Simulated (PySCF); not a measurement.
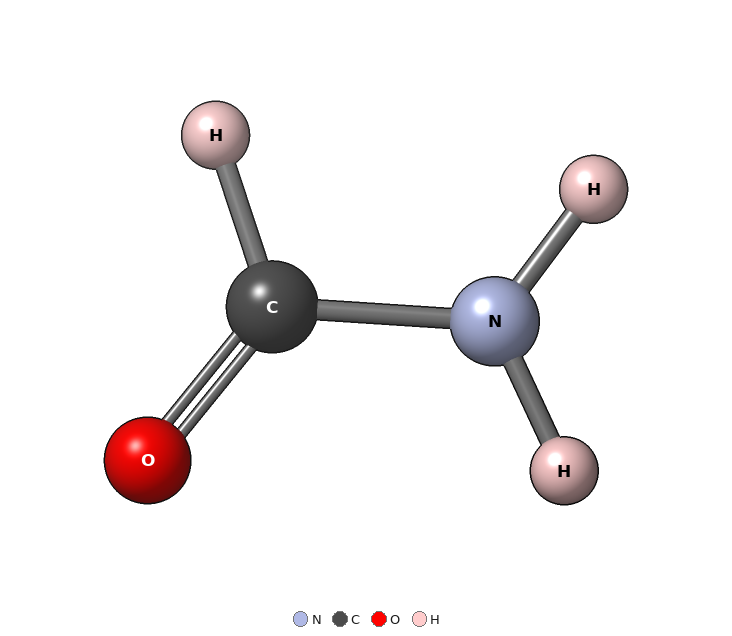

Computed geometry: GFN2-xTB optimisation. No frequency run is at hand to confirm it as a minimum. Properties computed with B3LYP/def2-SVPD, gas phase (PySCF 2.14.0). Excitations: vertical, linear response.

Q: Estimate the dipole moment.

A: 4.01 D.

Q: Estimate the brightest of the 8 lowest singlets.

A: 7.96 eV.

Q: Estimate the lowest vertical singlet excitation.

A: 5.69 eV.

Q: What is the mean static polarisability?

A: 27.1 bohr³.
